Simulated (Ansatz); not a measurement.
**BGePH (doublet): inputs that go wrong at a displaced geometry (v1)**

4 inputs are run for BGePH (doublet) as typed; the log has to tell whether the result can be used and what must change.

Computed with Ansatz 0.2.0, Gaussian basis. Level: the settings change from run to run.

28 further runs of the same task are left out: 11 that didn't finish, 17 set aside as unsound or not needed. Runs told in other sessions of the task aren't counted.

## Step 1: The system

The geometry is a PBE0/def2-TZVP stationary point (not a proven minimum) with its atoms shifted at random (size 0.040 Å). No spin-orbit coupling is included. The filled d shell of Ge may be among the frozen orbitals whatever the setting's name suggests.

4 atoms, charge 0, spin multiplicity 2.

Atoms are counted from 1 here; the program's logs count them from 0.

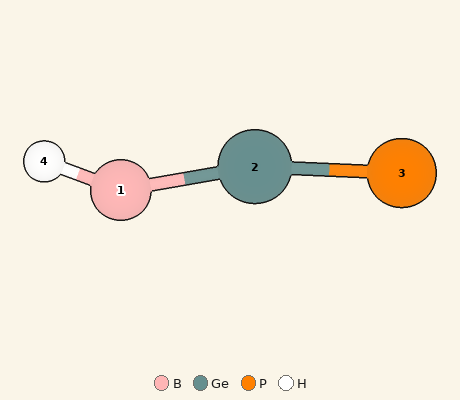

The geometry (boron pink, germanium teal, phosphorus orange, hydrogen white); atoms are numbered from 1 in the order of the file.

## Step 2: Try 1

Input file in.yaml:

```yaml
crystal:
  periodic: [false, false, false]
  atoms:
    - {symbol: B, position_ang: [0.002355, -0.245811, 1.195368]}
    - {symbol: Ge, position_ang: [0.001522, 0.087941, -0.698541]}
    - {symbol: P, position_ang: [0.049478, 0.003100, -2.773398]}
    - {symbol: H, position_ang: [-0.053356, 0.154770, 2.276572]}
basis:
  gaussian: {orbitals: 6-31G}
magnetization: {spin_polarized: true, initial_magnetization: 2}
correlation: {method: ccsd, electrons: valence}
scf: {lower_state_search: light}
```

Started as:

```
$ ansatz run in.yaml --threads 1 --pin off --events-out ev --progress --plain --max-ram 2393MiB
```

Standard output:

```text
Error: a molecule whose nuclei and cores have a total charge of 53 cannot have a net charge of 0 together with 2 unpaired electrons
```

It took 0.03 s on 1 thread of Arm Neoverse V1, shared host.

Diagnosis: The run was refused. The number of unpaired electrons doesn't fit the electron count. Fix: make charge and initial_magnetization agree.

## Step 3: Try 2

Input file in.yaml:

```yaml
crystal:
  periodic: [false, false, false]
  atoms:
    - {symbol: B, position_ang: [0.002355, -0.245811, 1.195368]}
    - {symbol: Ge, position_ang: [0.001522, 0.087941, -0.698541]}
    - {symbol: P, position_ang: [0.049478, 0.003100, -2.773398]}
    - {symbol: H, position_ang: [-0.053356, 0.154770, 2.276572]}
basis:
  gaussian: {orbitals: cc-pVDZ}
magnetization: {spin_polarized: false, initial_magnetization: 1}
correlation: {method: sc_nevpt2, electrons: outside_noble_gas, active_space: {window: {electrons: 3, orbitals: 3}, states: [{multiplicity: 2, weights: [-1, 1]}]}}
scf: {lower_state_search: off}
```

The command is unchanged.

Standard output:

```text
Error: set 0 asks for 2 states and needs as many positive weights; it has [-1.0, 1.0]
```

Run time: 0.03 s. Hardware: 1 thread of Arm Neoverse V1, shared host.

What is wrong: The run was refused. The list of states asked for (weights, spin or count) can't be met. Cure: mend what the message names.

## Step 4: Try 3

Input file in.yaml:

```yaml
crystal:
  periodic: [false, false, false]
  atoms:
    - {symbol: B, position_ang: [0.002355, -0.245811, 1.195368]}
    - {symbol: Ge, position_ang: [0.001522, 0.087941, -0.698541]}
    - {symbol: P, position_ang: [0.049478, 0.003100, -2.773398]}
    - {symbol: H, position_ang: [-0.053356, 0.154770, 2.276572]}
basis:
  gaussian: {orbitals: cc-pVDZ}
magnetization: {spin_polarized: false, initial_magnetization: 1}
hamiltonian: {xc: r2scan}
correlation: {method: fic_mrcisd_q, electrons: outside_noble_gas, active_space: {window: {electrons: 3, orbitals: 3}}}
accuracy: high
```

Launched as before.

Standard output:

```text
Error: invalid value for `correlation.active_space`: it starts from restricted Hartree–Fock orbitals; set hamiltonian.xc: hf without magnetization.spin_polarized
```

Wall time 0.03 s (1 thread of Arm Neoverse V1, shared host).

Diagnosis: The run was refused. An active space is asked on a functional's orbitals. Cure: start from Hartree-Fock.

## Step 5: Try 4

Input file in.yaml:

```yaml
crystal:
  periodic: [false, false, false]
  atoms:
    - {symbol: B, position_ang: [0.002355, -0.245811, 1.195368]}
    - {symbol: Ge, position_ang: [0.001522, 0.087941, -0.698541]}
    - {symbol: P, position_ang: [0.049478, 0.003100, -2.773398]}
    - {symbol: H, position_ang: [-0.053356, 0.154770, 2.276572]}
basis:
  gaussian: {orbitals: "6-31G*"}
magnetization: {spin_polarized: true, initial_magnetization: 7}
correlation: {method: mp2, electrons: outside_noble_gas}
accuracy: high
scf: {lower_state_search: off}
output: {forces: true}
```

The command is unchanged.

Standard output (excerpt; [...] marks lines left out):

```text
Functional definition: HF
  name "HF"
  cite "Fock, Z. Phys. 61, 126 (1930) doi:10.1007/BF01340294"
  parent pbe
[...]
1249 factors; integrals over basis functions are off by at most 4.8e-9 eV
[...]
mean field -66413.90583252 eV, -2440.6660223829 hartree, gradient 6.9e-8 eV, S^2 15.761860; 0 other end points of the search recorded, 0 dependent functions left out
20 core orbitals not correlated: weight in the atoms' cores, before any rotation towards them, 0.997 or more for the frozen orbitals, at most 0.002 for the correlated occupied ones
reference -66413.90583252 eV, -2440.6660223829 hartree; 10, 3 occupied and 41, 48 virtual orbitals, 1249 factors
second order -4.46857193 eV of doubles, -0.00000000 eV of singles
[...]
Total energy: -66418.37440445 eV, -2440.8302393723 hartree
Atom 0 at     0.002355    -0.245811     1.195368 Å, force     0.095715    -1.631002     3.358675 eV/Å
Atom 1 at     0.001522     0.087941    -0.698541 Å, force    -0.274059     1.076193     7.270254 eV/Å
Atom 2 at     0.049478     0.003100    -2.773398 Å, force     0.259334    -0.267947   -11.512238 eV/Å
Atom 3 at    -0.053356     0.154770     2.276572 Å, force    -0.080989     0.822756     0.883309 eV/Å
Dipole moment:     0.006577     0.082075    -0.705401 e Å
Checks for a lower state left out: starts, cluster_reference, orbital_swaps, neighbouring_geometries, increment
```

Run time: 8.5 s. Hardware: 1 thread of Arm Neoverse V1, shared host.

Diagnosis: The run converged, which proves nothing about the input. Far too many unpaired electrons are asked for. Its energy belongs to the state of multiplicity 8, not to the doublet that was meant. Cure: set initial_magnetization to that of the wanted state.

## Step 6: Summary

```
try                  level      ended                                                               cause    time
  1      CCSD on UHF/6-31G    refused     the number of unpaired electrons doesn't fit the electron count  0.03 s
  2    NEVPT2(3,3)/cc-pVDZ    refused  the list of states asked for (weights, spin or count) can't be met  0.03 s
  3  MRCISD+Q(3,3)/cc-pVDZ    refused                 an active space is asked on a functional's orbitals  0.03 s
  4      MP2 on UHF/6-31G*  converged                       far too many unpaired electrons are asked for   8.5 s
```

3 refused, 1 converged. The input that converges on a wrong geometry or spin is the dangerous one: no error points at it, so geometry and ⟨S²⟩ have to be checked.
